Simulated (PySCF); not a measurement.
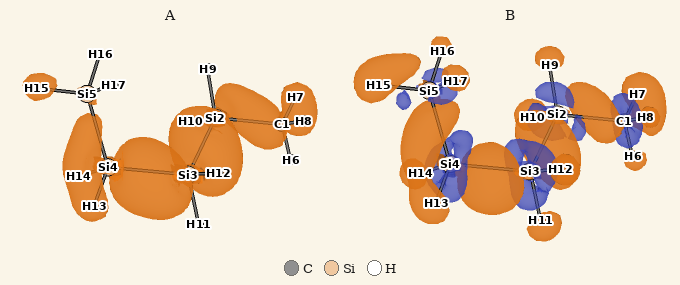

Figure. CH₁₂Si₄, SMILES `C[SiH2][SiH2][SiH2][SiH3]`. The Fukui function f⁻ from two separate SCF calculations and the density of the HOMO, at ±0.015 e/Å³ (orange positive, blue negative).

Computed with PySCF, PBE/6-31+G*, geometry: GFN2-xTB. No frequency check shows the geometry to be a minimum.

Cartesian coordinates (Å):

```
C1      -3.7020    0.4580   -0.3100
Si2     -1.9488    0.6147    0.4069
Si3     -0.5507   -1.0748   -0.3474
Si4      1.6605   -0.9157    0.3476
Si5      2.7338    1.0504   -0.2225
H6      -4.1584   -0.4851   -0.0221
H7      -4.3547    1.2569    0.0316
H8      -3.6814    0.4926   -1.3958
H9      -1.4367    1.9427    0.0345
H10     -2.0693    0.6273    1.8727
H11     -1.1178   -2.3892    0.0014
H12     -0.5691   -1.1029   -1.8219
H13      2.4474   -2.0643   -0.1315
H14      1.7027   -1.0818    1.8110
H15      4.0959    1.1857    0.2981
H16      1.9903    2.2126    0.2732
H17      2.8364    1.2119   -1.6755
```

> Which panel is which, and how good is the frozen-orbital picture?

B is f⁻ (it has negative regions), A the HOMO density. The HOMO lies on Si3 (31 %), Si4 (22 %) and Si2 (19 %); f⁻ (Hirshfeld-condensed) is largest on Si3 (0.15), Si4 (0.14) and Si2 (0.10); the vertical ionisation energy is 9.34 eV (the stability of the cation's solution wasn't checked). Relaxation shifts 34 % of the electron between atoms. The orbital energy is −6.92 eV.

Cost of the run: 5.2 min on 1 thread of Intel(R) Xeon(R) Processor @ 2.50GHz (Skylake/Cascade Lake), on a shared host, peak memory 0.58 GiB.
